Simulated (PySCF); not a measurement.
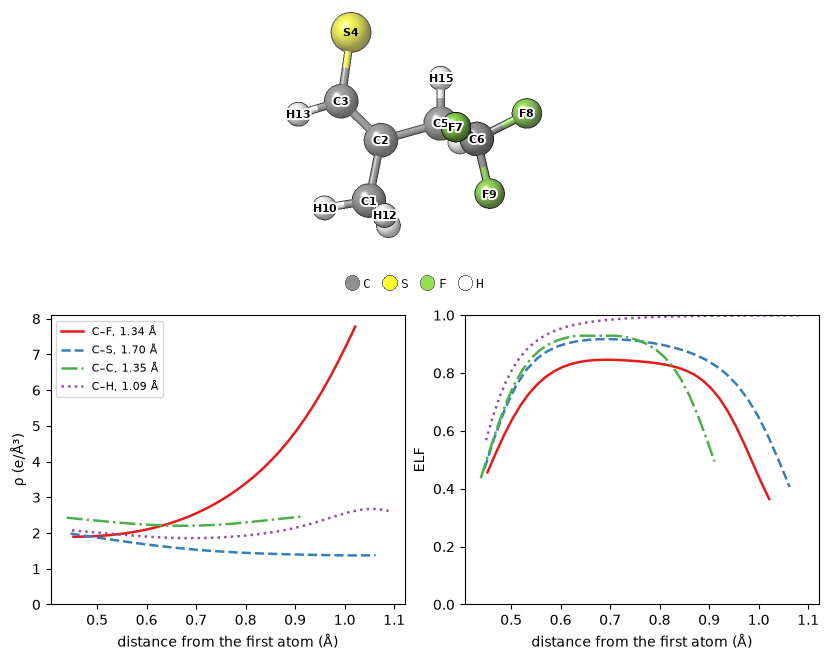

C5H6F3S (SMILES C/C(=C/[S-])CC(F)(F)F) (charge −1). Electron density and electron localisation function along straight lines between neighbouring atoms. The curves leave out the atomic cores. The structure is drawn too.

Geometry: GFN2-xTB.

Computed with PBE0/pcSseg-1, SCF density, gas phase, non-relativistic in PySCF 2.14.0.

```xyz
15

C    -1.4623   -0.8212    0.0901
C    -0.5920    0.3560   -0.2428
C    -1.0529    1.6221   -0.3127
S    -0.1494    3.0037   -0.7190
C     0.8565    0.0841   -0.5471
C     1.6001   -0.5955    0.5736
F     1.3972   -0.0757    1.7913
F     2.9484   -0.5716    0.3904
F     1.3126   -1.9176    0.6942
H    -2.5039   -0.5113    0.1604
H    -1.3828   -1.5971   -0.6783
H    -1.1801   -1.2763    1.0445
H    -2.1082    1.7970   -0.1062
H     0.9899   -0.5499   -1.4335
H     1.3223    1.0611   -0.7268
```

What kind of bonding do the profiles show?

Answer. C–F (1.34 Å): the density is about 2.4 e/Å³ at the midpoint; the ELF peaks at about 0.85 between the atoms; a polar covalent bond.
C–S (1.70 Å): ρ at the midpoint is about 1.4 e/Å³; the ELF peaks at about 0.90 between the atoms: a covalent bond.
C–C (1.35 Å): ρ at the midpoint is about 2.2 e/Å³; the ELF peaks at about 0.95 between the atoms: a covalent bond.
C–H (1.09 Å): ρ at the midpoint is about 2 e/Å³; the ELF climbs to about 1 towards the hydrogen, as it does in any bond to H: an ordinary covalent bond to hydrogen.
